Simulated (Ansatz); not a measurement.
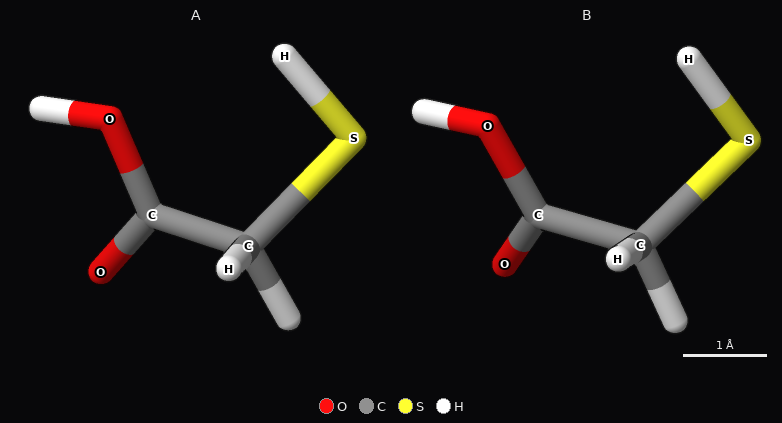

Two geometries of C₂H₄O₂S, drawn at one scale. One is the start of a relaxation, the other its converged end. The picture is a stick view, seen at a tilt.

These are results of RKS PBE/def2-SVP in Ansatz 0.2.0, not measurements. Settings: no spin polarisation; force threshold 0.02 eV/Å; at most 50 steps.

### Which of the two is the end point?

Structure B is the relaxed one. The run prepares an end point of a later path (hydrogen shift) calculation, from a guessed geometry. Over 12 geometry steps the energy falls by 7.23 kcal/mol. Largest force component: 4.3 eV/Å at the start, 0.018 eV/Å at the end. The largest move after the best rigid fit is that of an O atom, 0.22 Å. Largest moves by element: O 0.22 Å, H 0.18 Å, S 0.14 Å, C 0.07 Å. Some distances before and after: C–C 1.441 → 1.517 Å, C–O 1.286 → 1.214 Å, H–O 1.014 → 0.982 Å, C–H 1.093 → 1.109 Å. Among the angles between lasting bonds that change: O–C–O 120.7° → 123.2°, C–C–H 112.3° → 110.3°.
